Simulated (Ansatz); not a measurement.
**GeBr₂: small, medium and large basis sets**

Aim: see how fast density functionals converge with the basis set for GeBr₂.

Method: one geometry, several basis sets; program: Ansatz 0.2.0, Gaussian basis.

The runs, in order: PBE0-D4/def2-SVP; ωB97M-V/def2-SVP; PBE0-D4/def2-QZVPP; ωB97M-V/def2-QZVPP; the functionals' def2-TZVPP values are taken from earlier runs.

## 1. The geometry

All runs share one geometry, relaxed beforehand with PBE0-D4 in a triple-zeta def2 set.

SMILES `[Br][Ge][Br]`, 3 atoms, charge 0, spin multiplicity 1.

Atoms are counted from 1 here; the program's logs count them from 0.

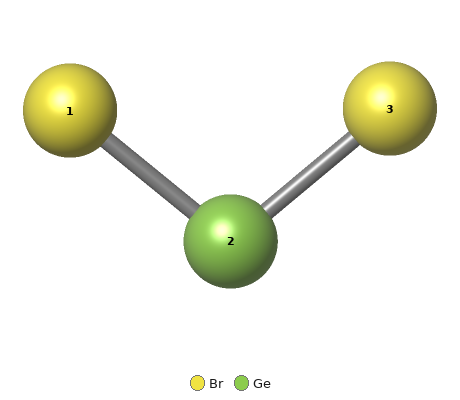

The structure; bromine yellow, germanium green; atoms are numbered from 1 in the order of the file.

## 2. PBE0-D4 in def2-SVP

in.yaml

```yaml
crystal:
  periodic: [false, false, false]
  atoms:
    - {symbol: Br, position_ang: [-0.284960, 1.782562, -0.420499]}
    - {symbol: Ge, position_ang: [-0.899107, -0.379756, 0.233839]}
    - {symbol: Br, position_ang: [1.173067, -1.467606, 0.173359]}
basis:
  gaussian: {orbitals: def2-SVP}
hamiltonian: {xc: pbe0, dispersion: d4}
output: {orbitals: {seedname: orbitals}}
```

Run with:

```
> ansatz run in.yaml --threads 4 --pin off --events-out ev --progress --plain --max-ram 10444MiB
```

The log of the run:

```text
Functional definition: PBE0
  name "PBE0"
  cite "Adamo & Barone, J. Chem. Phys. 110, 6158 (1999) doi:10.1063/1.478522"
  cite "Perdew, Burke & Ernzerhof, Phys. Rev. Lett. 77, 3865 (1996) doi:10.1103/PhysRevLett.77.3865"
  parent pbe
  parameter a = 0.25
  parameter kappa = 0.804
  parameter beta = 0.06672455060314922
  exchange = (1 - a)*pbe_x(kappa = kappa, mu = beta*pi^2/3) + a*exact_x
  correlation = pbe_c(beta = beta)
923 factors; integrals over basis functions are off by at most 6.8e-4 eV
mean field evaluation 1: about -196565.1186 eV, gradient 1.6e1 eV
mean field evaluation 2: about -196563.9394 eV, gradient 2.7e1 eV
mean field evaluation 4: about -196565.8687 eV, gradient 3.8e-1 eV
mean field evaluation 8: about -196565.8728 eV, gradient 1.3e-2 eV
mean field evaluation 16: about -196565.8728 eV, gradient 2.7e-5 eV
mean field -196565.87276689 eV, -7223.6625870492 hartree, gradient 2.7e-5 eV, S^2 0.000000; 0 other end points of the search recorded, 0 dependent functions left out
reference -196565.87278790 eV, -7223.6625878212 hartree; 51, 51 occupied and 45, 45 virtual orbitals, 923 factors
Total energy: -196565.97005820 eV, -7223.6661624388 hartree
```

Wall time 1.2 s (4 threads of Arm Neoverse V1, shared host).

## 3. ωB97M-V in def2-SVP

Edit in.yaml of step 2 so:

```diff
@@ -8,3 +8,3 @@
   gaussian: {orbitals: def2-SVP}
-hamiltonian: {xc: pbe0, dispersion: d4}
+hamiltonian: {xc: {name: wB97M-V}}
 output: {orbitals: {seedname: orbitals}}
```

The command is unchanged.

The log of the run (excerpt; [...] marks lines left out):

```text
Functional definition: wB97M-V
  name "wB97M-V"
  cite "Mardirossian & Head-Gordon, J. Chem. Phys. 144, 214110 (2016) doi:10.1063/1.4952647"
  cite "Becke, J. Chem. Phys. 107, 8554 (1997) doi:10.1063/1.475007"
  cite "Vydrov & Van Voorhis, J. Chem. Phys. 133, 244103 (2010) doi:10.1063/1.3521275"
  # Of w^i u^j: cxij and so on, Table III.
[...]
  gx(w, u) = 1 - cx + cx01*u + cx10*w
  gss(w, u) = css00 + css04*u^4 + css10*w + css20*w^2 + css43*w^4*u^3
  gos(w, u) = cos00 + cos10*w + (cos20 + cos21*u)*w^2 + (cos60 + cos61*u)*w^6
[...]
      + integral(e_c_pw_mod_opposite_spin*gos(b97_w_opposite, b97_u_opposite)) + vv10(b, c)
923 factors; integrals over basis functions are off by at most 6.8e-4 eV
176 factors; integrals over basis functions are off by at most 4.9e-6 eV
[...]
mean field -196578.44301497 eV, -7224.1245351459 hartree, gradient 1.1e-5 eV, S^2 0.000000; 0 other end points of the search recorded, 0 dependent functions left out
reference -196578.44304573 eV, -7224.1245362763 hartree; 51, 51 occupied and 45, 45 virtual orbitals, 923 factors
Total energy: -196578.44304573 eV, -7224.1245362763 hartree
```

Wall time 4.2 s (4 threads of Arm Neoverse V1, shared host).

## 4. PBE0-D4 in def2-QZVPP

Edit in.yaml of step 3 so:

```diff
@@ -7,4 +7,4 @@
 basis:
-  gaussian: {orbitals: def2-SVP}
-hamiltonian: {xc: {name: wB97M-V}}
+  gaussian: {orbitals: "def2-QZVPP.json"}
+hamiltonian: {xc: pbe0, dispersion: d4}
 output: {orbitals: {seedname: orbitals}}
```

The command is unchanged.

The log of the run:

```text
Functional definition: PBE0
  name "PBE0"
  cite "Adamo & Barone, J. Chem. Phys. 110, 6158 (1999) doi:10.1063/1.478522"
  cite "Perdew, Burke & Ernzerhof, Phys. Rev. Lett. 77, 3865 (1996) doi:10.1103/PhysRevLett.77.3865"
  parent pbe
  parameter a = 0.25
  parameter kappa = 0.804
  parameter beta = 0.06672455060314922
  exchange = (1 - a)*pbe_x(kappa = kappa, mu = beta*pi^2/3) + a*exact_x
  correlation = pbe_c(beta = beta)
1650 factors; their error is unknown
mean field evaluation 1: about -196592.9145 eV, gradient 1.8e1 eV
mean field evaluation 2: about -196592.1168 eV, gradient 2.8e1 eV
mean field evaluation 4: about -196593.5967 eV, gradient 8.0e-1 eV
mean field evaluation 8: about -196594.1000 eV, gradient 1.0e-1 eV
mean field evaluation 16: about -196594.1000 eV, gradient 1.8e-5 eV
mean field -196594.10004237 eV, -7224.6999202899 hartree, gradient 1.8e-5 eV, S^2 0.000000; 0 other end points of the search recorded, 0 dependent functions left out
reference -196594.10006628 eV, -7224.6999211687 hartree; 51, 51 occupied and 216, 216 virtual orbitals, 1650 factors
Total energy: -196594.19733658 eV, -7224.7034957864 hartree
```

Wall time 6 s (4 threads of Arm Neoverse V1, shared host); peak memory 1.1 GiB.

## 5. ωB97M-V in def2-QZVPP

Edit in.yaml of step 4 so:

```diff
@@ -8,3 +8,3 @@
   gaussian: {orbitals: "def2-QZVPP.json"}
-hamiltonian: {xc: pbe0, dispersion: d4}
+hamiltonian: {xc: {name: wB97M-V}}
 output: {orbitals: {seedname: orbitals}}
```

Same command.

The log of the run (excerpt; [...] marks lines left out):

```text
Functional definition: wB97M-V
  name "wB97M-V"
  cite "Mardirossian & Head-Gordon, J. Chem. Phys. 144, 214110 (2016) doi:10.1063/1.4952647"
  cite "Becke, J. Chem. Phys. 107, 8554 (1997) doi:10.1063/1.475007"
  cite "Vydrov & Van Voorhis, J. Chem. Phys. 133, 244103 (2010) doi:10.1063/1.3521275"
  # Of w^i u^j: cxij and so on, Table III.
[...]
  gx(w, u) = 1 - cx + cx01*u + cx10*w
  gss(w, u) = css00 + css04*u^4 + css10*w + css20*w^2 + css43*w^4*u^3
  gos(w, u) = cos00 + cos10*w + (cos20 + cos21*u)*w^2 + (cos60 + cos61*u)*w^6
[...]
      + integral(e_c_pw_mod_opposite_spin*gos(b97_w_opposite, b97_u_opposite)) + vv10(b, c)
1576 factors; their error is unknown
177 factors; integrals over basis functions are off by at most 8.9e-5 eV
[...]
mean field -196606.41811184 eV, -7225.1526009934 hartree, gradient 5.3e-5 eV, S^2 0.000000; 0 other end points of the search recorded, 0 dependent functions left out
reference -196606.41815073 eV, -7225.1526024227 hartree; 51, 51 occupied and 216, 216 virtual orbitals, 1576 factors
Total energy: -196606.41815073 eV, -7225.1526024227 hartree
```

It took 14 s on 4 threads of Arm Neoverse V1, shared host; peak memory 1.2 GiB.

## 6. Density functionals: the series

The def2-TZVPP values come from earlier runs at the same geometry.

```tsv
functional	basis	functions	energy (eV)	from the largest (eV)	HOMO (eV)	LUMO (eV)
PBE0-D4	def2-SVP	96	-196565.9701	28.227	-7.72	-3.17
PBE0-D4	def2-TZVPP	144	-196590.1190	4.078	-7.79	-3.22
PBE0-D4	def2-QZVPP	267	-196594.1973	0.000	-7.81	-3.23
ωB97M-V	def2-SVP	96	-196578.4430	27.975	-9.70	-1.24
ωB97M-V	def2-TZVPP	144	-196602.4771	3.941	-9.81	-1.31
ωB97M-V	def2-QZVPP	267	-196606.4182	0.000	-9.83	-1.37
```

## 7. Results

```
                                       quantity           value
PBE0-D4: double and triple zeta above quadruple  28.23, 4.08 eV
ωB97M-V: double and triple zeta above quadruple  27.98, 3.94 eV
```

What this shows: For PBE0-D4 the step from double to triple zeta gains 24.15 eV and the next only 4.08 eV. Total energies overstate the basis error of differences, where much of it tends to cancel.

For PBE0-D4 the largest set took about 5 times as long as the smallest (6 s against 1.2 s).
